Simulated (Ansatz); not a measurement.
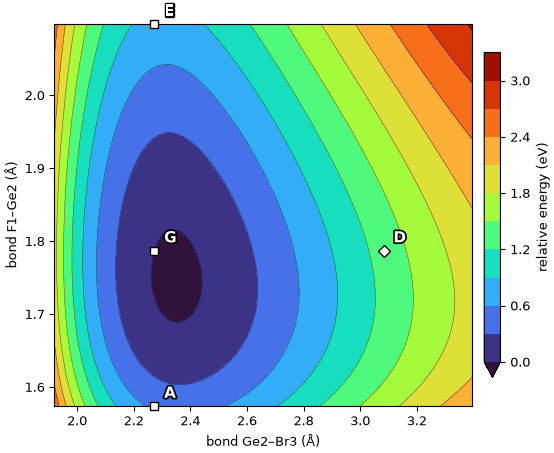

BrFGe, SMILES [F][Ge][Br]. 
- Two internal coordinates are moved rigidly from the geometry relaxed at PBE0-D4/def2-TZVP, all others fixed.
- Coordinates scanned: (1) bond Ge2–Br3; (2) bond F1–Ge2.
- The scan uses a 7 × 7 grid.
- Points are written as (first, second).
- Energies are in eV, from the lowest grid point.
- All numbers below come from RKS r2SCAN-D4/def2-TZVPP (Ansatz 0.2.0).

Drawn: filled contours, lettered points. Between grid points the surface is interpolated.

Q: What kind of point is each of D, G: minimum, saddle, maximum or slope?

A: D: on a slope; G: minimum. (In these two coordinates alone; a stationary point may lie a little off the grid point.)

Q: Rank the lettered points by energy, lowest first.

A: G (0.00 eV), A (0.55 eV), E (0.80 eV), D (1.32 eV).
